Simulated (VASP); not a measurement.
Band structure of SiO2 (relaxed from the anatase structure, space group I4_1/amd). Method: r2SCAN meta-GGA, VASP's PBE PAW potentials (set 64) (plane waves; VASP 6.6.1).

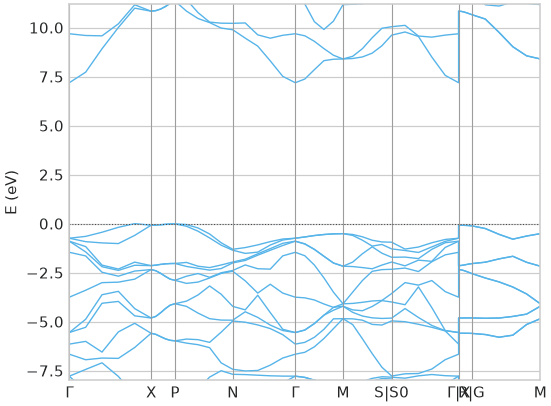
Fig. 1. Bands along high-symmetry lines, zero at the valence-band maximum or, without a gap, the Fermi level

Task: Read the plot: is there a gap, and where are the band edges?

Result: The gap is indirect, 7.19 eV, from the valence maximum at (-0.40, 0.40, 0.00) to the conduction minimum at Γ.

The structure was generated: SiO2 was put into the anatase type (I4_1/amd), which need not be its known phase. It was relaxed first, which changed the volume by -10 %.
